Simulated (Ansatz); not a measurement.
The starting structures come from a database of crystals and need not be the phases stable at ambient conditions.

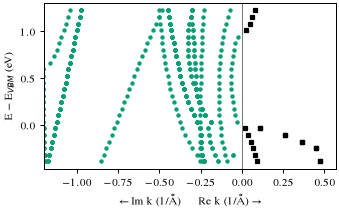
Figure. Complex bands at the centre of the two-dimensional zone; r2SCAN (Ansatz, a quantum-chemistry and plane-wave program)

The gap is the functional's own, uncorrected, and κ follows it; spin-orbit coupling is left out. Mid-gap values are interpolated between the computed energies.

Question: This is Al₂HgSe₄ (Fd-3m, spinel, not sure to be the ambient phase, 14 atoms a cell, 22.8 Å³ an atom) along the normal of (111). Read off the slowest decay at the centre of the two-dimensional zone at 0.46 eV, the computed energy nearest the middle of the gap.

Answer: κ ≈ 0.06 1/Å, a decay length 1/(2κ) of the density of 7.8 Å.
